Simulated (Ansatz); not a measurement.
**UHF/STO-3G run of FH2SSi (SMILES F[SiH]S)**

What is the vertical doublet–quartet gap of FH2SSi at UHF/STO-3G? 

The calculation is run with Ansatz 0.2.0.

### Step 1. Starting point

FH2SSi has 5 atoms, charge 0, and is taken as a doublet. As SMILES, `F[SiH]S`. Geometry: relaxed at PBE0-D4/def2-TZVP.

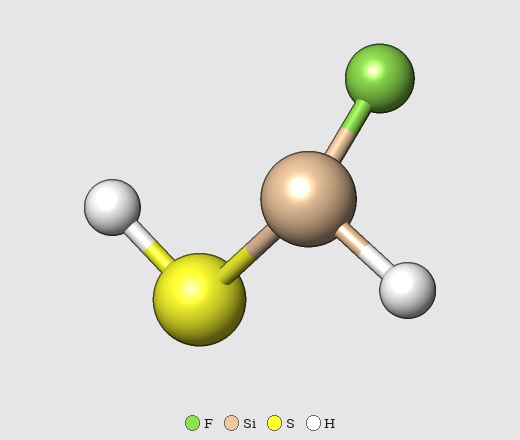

Viewed from a chosen angle; fluorine green, silicon light orange, sulfur yellow, hydrogen white.

### Step 2. A single-point energy at UHF/STO-3G

molecule.yaml

```yaml
crystal:
  periodic: [false, false, false]
  atoms:
    - {symbol: F, position_ang: [-1.242300, -0.527200, 1.134200]}
    - {symbol: Si, position_ang: [-0.629400, -0.168000, -0.303300]}
    - {symbol: S, position_ang: [1.400700, 0.438500, -0.191800]}
    - {symbol: H, position_ang: [-0.621800, -1.416500, -1.115500]}
    - {symbol: H, position_ang: [1.142700, 1.599500, 0.435000]}
basis:
  gaussian:
    orbitals: STO-3G
magnetization:
  spin_polarized: true
  initial_magnetization: 1
hamiltonian:
  xc: hf
accuracy: high
```

Command:

```bash
ansatz run molecule.yaml --threads 1 --pin off --max-ram 2610MiB --events-out events.jsonl --progress --plain --runs-dir runs
```

The log of the run:

```text
Warning: RAYON_NUM_THREADS=1 ignored (pool sized by the plan → 1); use --threads N
Functional definition: HF
  name "HF"
  exchange = exact_x
  correlation = 0
461 factors; integrals over basis functions are off by at most 2.7e-8 eV
mean field evaluation 1: about -21167.2800 eV, gradient 1.4e1 eV
mean field evaluation 2: about -21167.3360 eV, gradient 1.4e1 eV
mean field evaluation 4: about -21169.3616 eV, gradient 1.3e0 eV
mean field evaluation 8: about -21169.4041 eV, gradient 1.6e-2 eV
mean field -21169.40409666 eV, -777.9612514149 hartree, gradient 6.5e-8 eV, S^2 0.753746; 0 other end points of the search recorded, 0 dependent functions left out
reference -21169.40409666 eV, -777.9612514149 hartree; 21, 20 occupied and 4, 5 virtual orbitals, 461 factors
Total energy: -21169.40409666 eV, -777.9612514149 hartree
```

It took 0.22 s on 1 thread of Arm Neoverse V1, shared host.

### Step 3. The quartet

molecule.yaml, as its differences from that of step 2:

```diff
@@ -13,3 +13,3 @@
   spin_polarized: true
-  initial_magnetization: 1
+  initial_magnetization: 3
 hamiltonian:
```

Command:

```bash
ansatz run molecule.yaml --threads 1 --pin off --max-ram 2610MiB --events-out events.jsonl --progress --plain --runs-dir runs
```

The log of the run:

```text
Warning: RAYON_NUM_THREADS=1 ignored (pool sized by the plan → 1); use --threads N
[... 4 set-up lines as earlier in the session ...]
461 factors; integrals over basis functions are off by at most 2.7e-8 eV
mean field evaluation 1: about -21158.9531 eV, gradient 1.1e1 eV
mean field evaluation 2: about -21159.0743 eV, gradient 1.1e1 eV
mean field evaluation 4: about -21160.7815 eV, gradient 2.0e0 eV
mean field evaluation 8: about -21161.1181 eV, gradient 7.7e-1 eV
mean field evaluation 16: about -21161.2437 eV, gradient 5.9e-7 eV
mean field evaluation 32: about -21156.8413 eV, gradient 3.9e0 eV
mean field evaluation 64: about -21160.9972 eV, gradient 7.7e-1 eV
mean field -21161.24366214 eV, -777.6613609774 hartree, gradient 1.6e-8 eV, S^2 3.760130; 4 other end points of the search recorded, 0 dependent functions left out
reference -21161.24366214 eV, -777.6613609774 hartree; 22, 19 occupied and 3, 6 virtual orbitals, 461 factors
Total energy: -21161.24366214 eV, -777.6613609774 hartree
```

Run time: 0.54 s. Hardware: 1 thread of Arm Neoverse V1, shared host.

### Step 4. Outcome

Level: UHF/STO-3G.

```
                                        quantity          value
                           doublet: total energy  -777.96125 Eh
                                   doublet: ⟨S²⟩          0.754
                           quartet: total energy  -777.66136 Eh
                                   quartet: ⟨S²⟩          3.760
vertical energy of the quartet above the doublet       8.160 eV
```

What this shows: At this shape the quartet lies 8.16 eV (787 kJ/mol) above the doublet.
